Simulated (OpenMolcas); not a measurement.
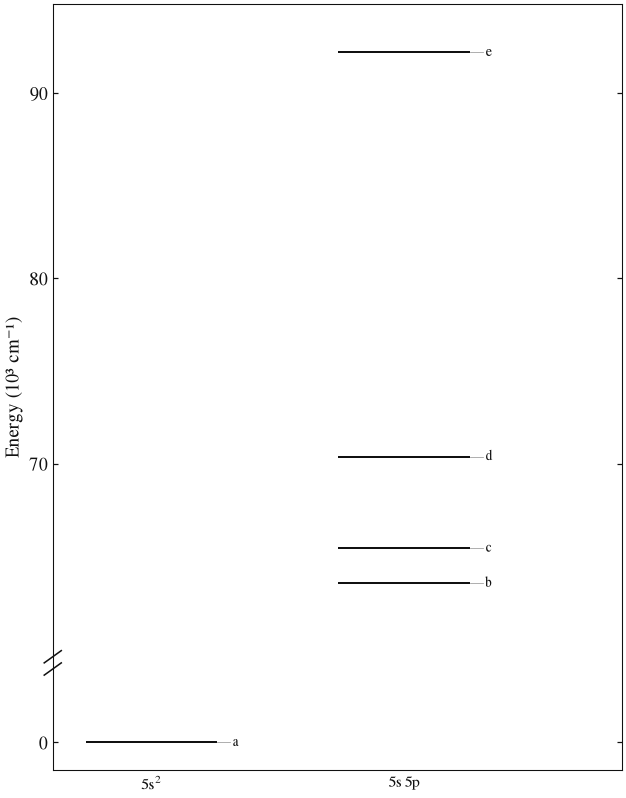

Fig. 1: The lowest computed levels of Sb IV (Sb³⁺), 5 of them lettered. a: 5s² ¹S₀ at 0; b: 5s 5p ³P°₀ at 63,500 cm⁻¹; c: 5s 5p ³P°₁ at 65,400 cm⁻¹; d: 5s 5p ³P°₂ at 70,400 cm⁻¹; e: 5s 5p ¹P°₁ at 92,200 cm⁻¹.

# Run report: Sb³⁺, multiconfigurational calculation

- system: Sb³⁺.
- method: state-averaged XMS-RASPT2, IPEA shift 0, imaginary shift 0.1 hartree, closed shells 4d correlated, active space 2 electrons in the shells 5s 5p 5d; RAS3 5d with at most 2 electrons, basis ANO-R2, X2C scalar Hamiltonian, spin-orbit coupling by RASSI with atomic mean-field integrals (OpenMolcas)

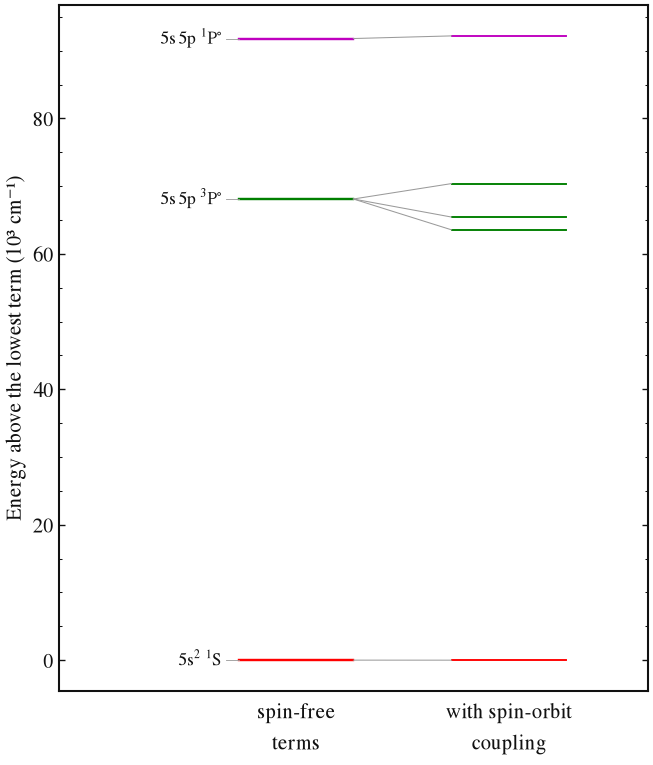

Fig. 2: Terms of Sb³⁺ (antimony, Z = 51) without and with spin-orbit coupling; the J values are left off. 5s² ¹S (at 0) gives the one level J = 0; 5s 5p ³P° (at 68,100 cm⁻¹) splits over 6,830 cm⁻¹ into J = 0, 1, 2 from the bottom up (normal); 5s 5p ¹P° (at 91,800 cm⁻¹) gives the one level J = 1. The ground level lies 4.95 cm⁻¹ below the lowest term.

These pictures come from the run below.

**Input**
```
&GATEWAY
Coord
1

Sb 0.0 0.0 0.0
Basis=ANO-R2
Group=XYZ
NoMove
AngMom=0.0 0.0 0.0
AMFI
&SEWARD
&RASSCF
FileOrb=start.orb
Symmetry=1
Spin=3
nActEl=2 0 0
Inactive=14 9
Ras2=1 3
CIRoot=3 3 1
SDav=3
CIMx=300
Iter=120 100
PrWF=0.3
OrbListing=Nothing
MaxOrb=0
Atom
>>> COPY $Project.JobIph JOBPRE
&RASSCF
FileOrb=start.orb
Symmetry=1
Spin=3
nActEl=2 0 2
Inactive=14 9
Ras2=1 3
Ras3=5 0
CIRoot=3 3 1
SDav=18
CIMx=300
Iter=120 100
PrWF=0.3
OrbListing=Nothing
MaxOrb=0
Thrs=2.0e-7 1.0e-1 5.0e-4
Atom
>>> COPY $Project.JobIph JOB001
&RASSCF
FileOrb=start.orb
Symmetry=1
Spin=1
nActEl=2 0 2
Inactive=14 9
Ras2=1 3
Ras3=5 0
CIRoot=19 19 1
SDav=27
CIMx=300
Iter=120 100
PrWF=0.3
OrbListing=Nothing
MaxOrb=0
Thrs=2.0e-7 1.0e-1 5.0e-4
Atom
CIOnly
>>> COPY $Project.JobIph JOB002
&RASSCF
FileOrb=start.orb
Symmetry=2
Spin=3
nActEl=2 0 2
Inactive=14 9
Ras2=1 3
Ras3=5 0
CIRoot=3 3 1
SDav=18
CIMx=300
Iter=120 100
PrWF=0.3
OrbListing=Nothing
MaxOrb=0
Thrs=2.0e-7 1.0e-1 5.0e-4
Atom
>>> COPY $Project.JobIph JOB003
&RASSCF
FileOrb=start.orb
Symmetry=2
Spin=1
nActEl=2 0 2
Inactive=14 9
Ras2=1 3
Ras3=5 0
CIRoot=15 15 1
SDav=18
CIMx=300
Iter=120 100
PrWF=0.3
OrbListing=Nothing
MaxOrb=0
Thrs=2.0e-7 1.0e-1 5.0e-4
Atom
CIOnly
>>> COPY $Project.JobIph JOB004
&RASSI
NrOfJobIphs=4 3 7 3 3
1 2 3
1 2 3 4 5 6 7
1 2 3
1 2 3
IphNames
JOB001
JOB002
JOB003
JOB004
EJob
SpinOrbit
DIPRint=1.0
SOCoupling=1000.0
Subsets=2
MEES
Property=10
'ANGMOM' 1 'ANGMOM' 2 'ANGMOM' 3 'MLTPL  1' 1 'MLTPL  1' 2 'MLTPL  1' 3
'AMFI' 1 'AMFI' 2 'AMFI' 3 'MLTPL  2' 6
SOProperty=3
'ANGMOM' 1 'ANGMOM' 2 'ANGMOM' 3
>>> COPY JOB001 $Project.JobIph
&CASPT2
XMultistate=3 1 2 3
Frozen=9 9
IPEA=0.0
Imaginary=0.1
MaxIter=60
WThr=0.0 0.3 0.05
PrWF=0.5
NoMix
>>> COPY JOB002 $Project.JobIph
&CASPT2
XMultistate=7 1 2 3 4 5 6 7
Frozen=9 9
IPEA=0.0
Imaginary=0.1
MaxIter=60
WThr=0.0 0.3 0.05
PrWF=0.5
NoMix
>>> COPY JOB003 $Project.JobIph
&CASPT2
XMultistate=3 1 2 3
Frozen=9 9
IPEA=0.0
Imaginary=0.1
MaxIter=60
WThr=0.0 0.3 0.05
PrWF=0.5
NoMix
>>> COPY JOB004 $Project.JobIph
&CASPT2
XMultistate=3 1 2 3
Frozen=9 9
IPEA=0.0
Imaginary=0.1
MaxIter=60
WThr=0.0 0.3 0.05
PrWF=0.5
NoMix
```

The file start.orb holds starting orbitals from an earlier step. A driver script formed the levels outside the program, from RASSI's spin-orbit matrix and the CASPT2 energies (for multi-state variants, the effective Hamiltonian), averaged over the components of each term or state. The log and the time are those of the CASPT2 step.

Command:
```bash
OMP_NUM_THREADS=1 MOLCAS_MEM=2252 MOLCAS_PROJECT=a pymolcas a.inp > a.log  # once for each step of the input, in one work folder
```

**Log (extracts)**
```
--- CASPT2 ---
Orbital specifications:
      -----------------------

      Symmetry species                           1   2
                                                ag  au
      Frozen orbitals                            9   9
      Inactive orbitals                          5   0
      Active orbitals                            6   3
      Secondary orbitals                        16  20
      Deleted orbitals                           0   0
      Number of basis functions                 36  32
Type of calculation                        XMS-CASPT2
      Fock operator                              state-average
      IPEA shift                                 0.00
      Real shift                                 0.00
      Imaginary shift                            0.10
      The input orbitals will be transformed to quasi-canonical
      The input states will be rotated to diagonalize the Fock operator
Reference energy:       -6475.5719827609
      E2 (Non-variational):      -0.4173575217
      Shift correction:          -0.0001211798
      E2 (Variational):          -0.4174787015
      Total energy:           -6475.9894614624
      Residual norm:              0.0000003396
      Reference weight:           0.94108
      Contributions to the CASPT2 correlation energy
      Active & Virtual Only:         -0.0009368950
      One Inactive Excited:          -0.0758582895
      Two Inactive Excited:          -0.3405623372
Reference energy:       -6475.5719827609
      E2 (Non-variational):      -0.4173575217
      Shift correction:          -0.0001211798
      E2 (Variational):          -0.4174787015
      Total energy:           -6475.9894614624
      Residual norm:              0.0000003396
      Reference weight:           0.94108
      Contributions to the CASPT2 correlation energy
      Active & Virtual Only:         -0.0009368950
      One Inactive Excited:          -0.0758582895
      Two Inactive Excited:          -0.3405623372
::    XMS-CASPT2 Root  1     Total energy:  -6475.98946146
::    XMS-CASPT2 Root  2     Total energy:  -6475.98946146
::    XMS-CASPT2 Root  3     Total energy:  -6475.98946146
--- CASPT2 ---
Orbital specifications:
      -----------------------

      Symmetry species                           1   2
                                                ag  au
      Frozen orbitals                            9   9
      Inactive orbitals                          5   0
      Active orbitals                            6   3
      Secondary orbitals                        16  20
      Deleted orbitals                           0   0
      Number of basis functions                 36  32
Type of calculation                        XMS-CASPT2
      Fock operator                              state-average
      IPEA shift                                 0.00
      Real shift                                 0.00
      Imaginary shift                            0.10
      The input orbitals will be transformed to quasi-canonical
      The input states will be rotated to diagonalize the Fock operator
Reference energy:       -6476.2486404766
      E2 (Non-variational):      -0.4614032945
      Shift correction:          -0.0003733925
      E2 (Variational):          -0.4617766869
      Total energy:           -6476.7104171636
      Residual norm:              0.0000005311
      Reference weight:           0.91788
      Contributions to the CASPT2 correlation energy
      Active & Virtual Only:         -0.0258143908
      One Inactive Excited:          -0.0946092579
      Two Inactive Excited:          -0.3409796457
Reference energy:       -6475.5828271118
      E2 (Non-variational):      -0.4052771527
      Shift correction:          -0.0001340914
      E2 (Variational):          -0.4054112442
      Total energy:           -6475.9882383559
      Residual norm:              0.0000001694
      Reference weight:           0.94249
      Contributions to the CASPT2 correlation energy
      Active & Virtual Only:         -0.0073320121
      One Inactive Excited:          -0.0578255481
      Two Inactive Excited:          -0.3401195926
::    XMS-CASPT2 Root  1     Total energy:  -6476.70053834
::    XMS-CASPT2 Root  2     Total energy:  -6475.98823860
::    XMS-CASPT2 Root  3     Total energy:  -6475.98823844
::    XMS-CASPT2 Root  4     Total energy:  -6475.98823837
::    XMS-CASPT2 Root  5     Total energy:  -6475.98823825
::    XMS-CASPT2 Root  6     Total energy:  -6475.98823804
::    XMS-CASPT2 Root  7     Total energy:  -6475.87862262
--- CASPT2 ---
Orbital specifications:
      -----------------------

      Symmetry species                           1   2
                                                ag  au
      Frozen orbitals                            9   9
      Inactive orbitals                          5   0
      Active orbitals                            6   3
      Secondary orbitals                        16  20
      Deleted orbitals                           0   0
      Number of basis functions                 36  32
Type of calculation                        XMS-CASPT2
      Fock operator                              state-average
      IPEA shift                                 0.00
      Real shift                                 0.00
      Imaginary shift                            0.10
      The input orbitals will be transformed to quasi-canonical
      The input states will be rotated to diagonalize the Fock operator
Reference energy:       -6475.9805948095
      E2 (Non-variational):      -0.4095674832
      Shift correction:          -0.0000992101
      E2 (Variational):          -0.4096666933
      Total energy:           -6476.3902615028
      Residual norm:              0.0000003616
      Reference weight:           0.94517
      Contributions to the CASPT2 correlation energy
      Active & Virtual Only:         -0.0007756858
      One Inactive Excited:          -0.0681202173
      Two Inactive Excited:          -0.3406715802
Reference energy:       -6475.9805948095
      E2 (Non-variational):      -0.4095674832
      Shift correction:          -0.0000992101
      E2 (Variational):          -0.4096666933
      Total energy:           -6476.3902615028
      Residual norm:              0.0000003616
      Reference weight:           0.94517
      Contributions to the CASPT2 correlation energy
      Active & Virtual Only:         -0.0007756858
      One Inactive Excited:          -0.0681202173
      Two Inactive Excited:          -0.3406715802
::    XMS-CASPT2 Root  1     Total energy:  -6476.39026150
::    XMS-CASPT2 Root  2     Total energy:  -6476.39026150
::    XMS-CASPT2 Root  3     Total energy:  -6476.39026150
--- CASPT2 ---
Orbital specifications:
      -----------------------

      Symmetry species                           1   2
                                                ag  au
      Frozen orbitals                            9   9
      Inactive orbitals                          5   0
      Active orbitals                            6   3
      Secondary orbitals                        16  20
      Deleted orbitals                           0   0
      Number of basis functions                 36  32
Type of calculation                        XMS-CASPT2
      Fock operator                              state-average
      IPEA shift                                 0.00
      Real shift                                 0.00
      Imaginary shift                            0.10
      The input orbitals will be transformed to quasi-canonical
      The input states will be rotated to diagonalize the Fock operator
Reference energy:       -6475.8267214543
      E2 (Non-variational):      -0.4552951884
      Shift correction:          -0.0002695259
      E2 (Variational):          -0.4555647143
      Total energy:           -6476.2822861686
      Residual norm:              0.0000005107
      Reference weight:           0.92700
      Contributions to the CASPT2 correlation energy
      Active & Virtual Only:         -0.0087249091
      One Inactive Excited:          -0.1059706503
      Two Inactive Excited:          -0.3405996289
Reference energy:       -6475.8267214543
      E2 (Non-variational):      -0.4552951884
      Shift correction:          -0.0002695259
      E2 (Variational):          -0.4555647143
      Total energy:           -6476.2822861686
      Residual norm:              0.0000005107
      Reference weight:           0.92700
      Contributions to the CASPT2 correlation energy
      Active & Virtual Only:         -0.0087249091
      One Inactive Excited:          -0.1059706503
      Two Inactive Excited:          -0.3405996289
::    XMS-CASPT2 Root  1     Total energy:  -6476.28228617
::    XMS-CASPT2 Root  2     Total energy:  -6476.28228617
::    XMS-CASPT2 Root  3     Total energy:  -6476.28228617
```

**Spin-orbit levels, grouped by J and assigned**

| Configuration | Level | E (eV) | LS purity (%) | Landé g |
| --- | --- | --- | --- | --- |
| 5s² | ¹S₀ | 0 | 100 | – |
| 5s 5p | ³P°₀ | 7.879 | 100 | – |
| 5s 5p | ³P°₁ | 8.113 | 99 | 1.494 |
| 5s 5p | ³P°₂ | 8.726 | 100 | 1.501 |
| 5s 5p | ¹P°₁ | 11.43 | 99 | 1.007 |

**Key numbers**

- outcome: converged
- lowest level: 5s² ¹S₀
- first excited level: 5s 5p ³P°₀, 63,547 cm⁻¹
- energy of the lowest spin-free term: −6476.70054 hartree
- energy of the lowest spin-orbit level: −6476.70056 hartree
- CASPT2 correlation energy: −0.4519 hartree
- largest spread among components of a term: 0.1 cm⁻¹
- lowest reference weight: 0.918
- hardware: 1 thread of Intel Xeon (Sapphire Rapids), 360 GiB of memory available, shared host
- wall time: 7 s

**Remarks**

To bear in mind: extra active shells serve correlation only, their own levels not computed; only configurations of the active space are included.
